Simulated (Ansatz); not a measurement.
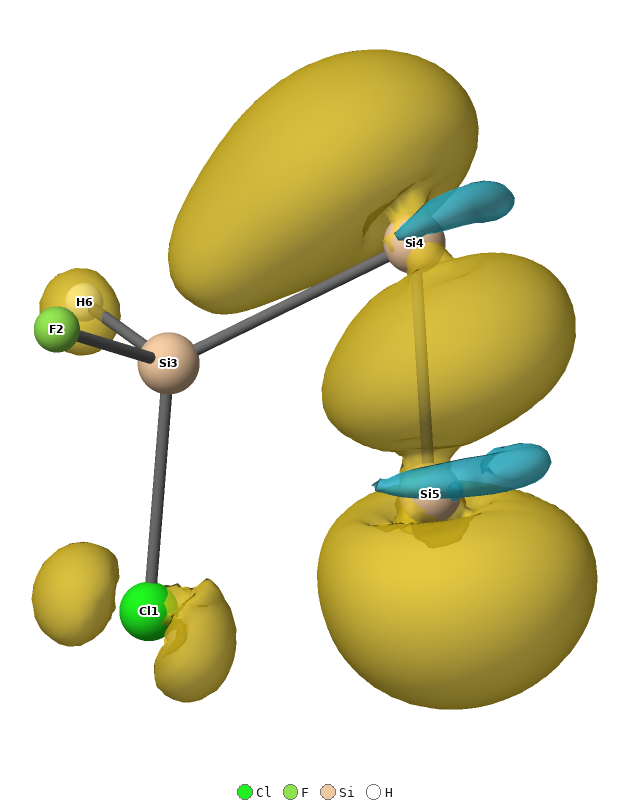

Figure 1: ClFHSi$_{3}$ (doublet). Isosurfaces of the spin density (α minus β) at +0.015 (yellow) and −0.015 e/Å³ (cyan), seen across its widest extent.

Geometry: PBE-D3(BJ)/def2-SVP.

Theory: isolated molecule in a Gaussian basis; Kohn-Sham density functional theory, functional PBE0 in Ansatz 0.2.0.

```yaml
atoms:
  - { symbol: Cl, position_ang: [-2.9900, -0.1623, 1.7990] }
  - { symbol: F, position_ang: [-1.2446, -0.9076, -0.5363] }
  - { symbol: Si, position_ang: [-1.3261, 0.3662, 0.4924] }
  - { symbol: Si, position_ang: [-1.2780, 2.4675, -0.6490] }
  - { symbol: Si, position_ang: [-3.1704, 2.1230, 0.3871] }
  - { symbol: H, position_ang: [-0.1416, 0.2296, 1.4029] }
```

Q: Which atoms carry the spin?

A: The unpaired spin (1 electron) lies mostly on Si5 (about 0.5) and Si4 (about 0.4), in electrons by Hirshfeld's partition.
